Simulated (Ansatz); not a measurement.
C$_{3}$H$_{6}$BN: several calculations on one system

Part 1: Relaxation

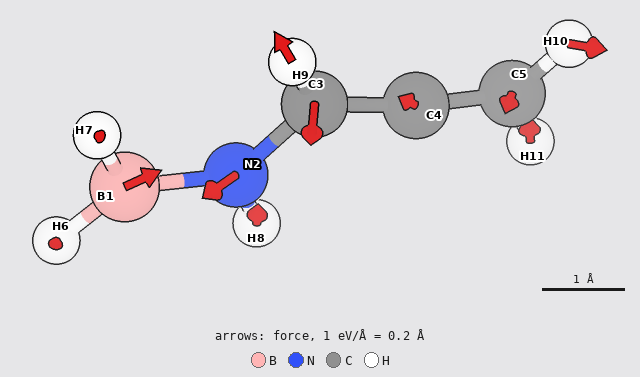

Starting geometry of C$_{3}$H$_{6}$BN with the computed forces as red arrows. Style: ball-and-stick. Shown from a free direction.

The run prepares an end point of a later path (torsion) calculation, from a guessed geometry.

Computed with RKS BHLYP-D4/def2-SVP (Ansatz 0.2.0).

The input:
```yaml
crystal:
  periodic: [false, false, false]
  atoms:
    - { symbol: B, position_ang: [-0.6141, 1.5012, 1.7445] }
    - { symbol: "N", position_ang: [-0.1266, 0.3407, 0.9695] }
    - { symbol: C, position_ang: [-0.2097, 0.2933, -0.471] }
    - { symbol: C, position_ang: [0.3631, -0.734, -1.1019] }
    - { symbol: C, position_ang: [0.7563, -1.7868, -1.7553] }
    - { symbol: H, position_ang: [-0.6085, 1.5849, 2.9112] }
    - { symbol: H, position_ang: [-1.1101, 2.4626, 1.1568] }
    - { symbol: H, position_ang: [0.3284, -0.4302, 1.5083] }
    - { symbol: H, position_ang: [-0.6005, 1.1279, -0.9801] }
    - { symbol: H, position_ang: [0.7128, -1.8112, -2.7942] }
    - { symbol: H, position_ang: [1.1742, -2.6054, -1.1671] }
basis:
  gaussian: { orbitals: def2-SVP }
hamiltonian:
  xc: { name: BHLYP }
  dispersion: d4
relax:
  f_tol: 0.015
  max_steps: 40
```

Run as
```bash
ansatz run input.yaml --threads 2 --pin off --max-ram 3072MiB --backend cpu --events-out ev --progress --plain --runs-dir out
```

What follows when this structure is relaxed?

It isn't relaxed: the largest force vector, on C3, is 3.94 eV/Å. The final displacements follow the starting forces only in part (cosine between the two patterns 0.32). The atom that moves furthest after the best rigid fit is H10 (1.17 Å). Largest moves by element: H 1.17 Å, N 0.15 Å, C 0.13 Å, B 0.06 Å. Among the contacts that change: B1–N2 1.478 → 1.391 Å, C5–H10 1.040 → 1.089 Å, N2–C3 1.444 → 1.398 Å, N2–H8 1.045 → 1.007 Å. Among the angles between lasting bonds that change: C3–C4–C5 172.2° → 179.5°, H6–B1–H7 115.0° → 122.3°, N2–C3–C4 118.2° → 125.3°. After 11 accepted moves (12 points after the start) the energy has fallen by 83.1 kcal/mol. Largest force component: 3.2 eV/Å at the start, 0.011 eV/Å at the end. The line search rejected the trial step at point 7 of the run.

Part 2: Relaxation

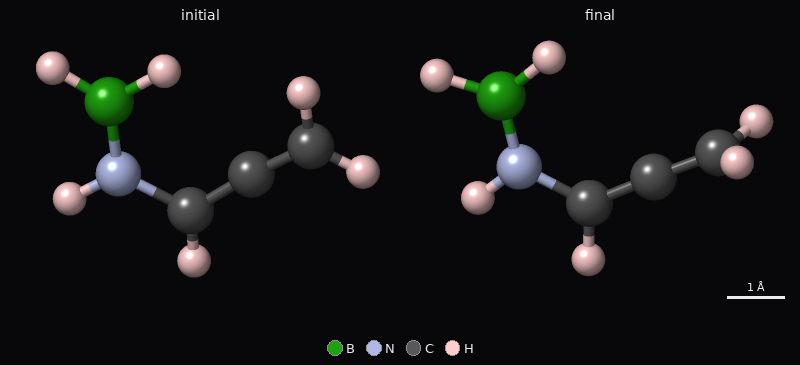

The structure of C₃H₆BN before (left) and after (right) a relaxation, at one scale.

The picture is a ball-and-stick view, seen at a tilt.

The run prepares an end point of a later path (torsion) calculation, from a guessed geometry.

Method: RKS BHLYP-D4/def2-SVP in Ansatz 0.2.0.

The input:
```yaml
crystal:
  periodic: [false, false, false]
  atoms:
    - { symbol: B, position_ang: [-0.6141, 1.5012, 1.7445] }
    - { symbol: "N", position_ang: [-0.1266, 0.3407, 0.9695] }
    - { symbol: C, position_ang: [-0.2097, 0.2933, -0.471] }
    - { symbol: C, position_ang: [-0.85506, 1.27921, -1.09787] }
    - { symbol: C, position_ang: [-1.32469, 2.28842, -1.76935] }
    - { symbol: H, position_ang: [-0.6085, 1.5849, 2.9112] }
    - { symbol: H, position_ang: [-1.1101, 2.4626, 1.1568] }
    - { symbol: H, position_ang: [0.3284, -0.4302, 1.5083] }
    - { symbol: H, position_ang: [0.12318, -0.57433, -0.96584] }
    - { symbol: H, position_ang: [-1.40091, 2.24453, -2.80572] }
    - { symbol: H, position_ang: [-1.67535, 3.14537, -1.19195] }
basis:
  gaussian: { orbitals: def2-SVP }
hamiltonian:
  xc: { name: BHLYP }
  dispersion: d4
relax:
  f_tol: 0.015
  max_steps: 40
```

Run as
```bash
ansatz run input.yaml --threads 2 --pin off --max-ram 3072MiB --backend cpu --events-out ev --progress --plain --runs-dir out
```

### Describe what moved and what it gained.

The energy falls by 80.4 kcal/mol in 21 accepted moves (26 points after the start). The largest force component goes from 3 to 0.012 eV/Å. The line search rejected the trial steps at points 11, 14, 16, 20, 23 of the run. The forces were under the threshold at step 18, but the run went on from there. H11 moves most after the best rigid fit: 1.45 Å. Largest moves by element: H 1.45 Å, B 0.22 Å, C 0.21 Å, N 0.15 Å. Near-neighbour distances that change, for instance: B1–N2 1.478 → 1.393 Å, C5–H10 1.040 → 1.089 Å, N2–H8 1.045 → 1.005 Å, N2–C3 1.444 → 1.405 Å. Bond angles that change, for instance: N2–C3–C4 118.2° → 127.0°, C3–N2–H8 121.0° → 112.6°, N2–B1–H6 125.3° → 117.9°.

Part 3: Path

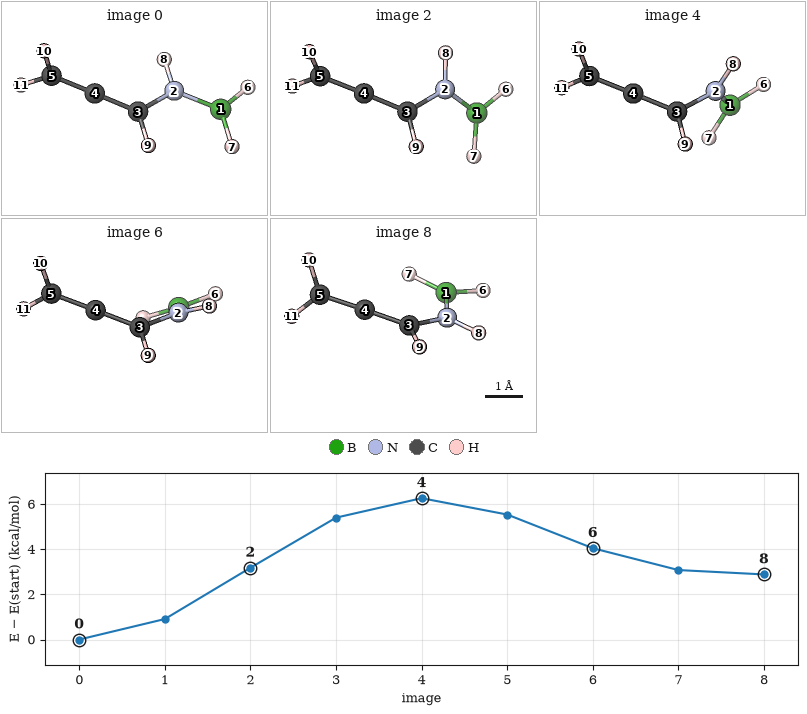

A search for the minimum-energy path of C$_{3}$H$_{6}$BN by the nudged elastic band. Images are numbered from 0 (start) to 8 (end). The picture is a ball-and-stick view, seen at a tilt.

All numbers below come from RKS BHLYP-D4/def2-SVP (Ansatz 0.2.0). Settings: 7 movable images; climbing image; force threshold 0.05 eV/Å; iteration limit 60; starting path through a guess of the saddle point.

Q: What happens along the path, and what is the barrier?

A: The energy climbs by 6.3 kcal/mol to image 4 and then falls by 3.4 kcal/mol, so the end point sits at +2.9 kcal/mol. The motion is a rotation about the N2–C3 bond by about 180°. No bond forms or breaks between the ends. Among the angles between lasting bonds that change up to the highest image: N2–C3–H9 114.6° → 117.2°. The band converged in 29 iterations. The largest component of the band force went from 120 to 0.023 eV/Å. The climbing image converged on the top of the path. Its vibrational analysis gives one imaginary mode (132i cm⁻¹), as a transition state must have.
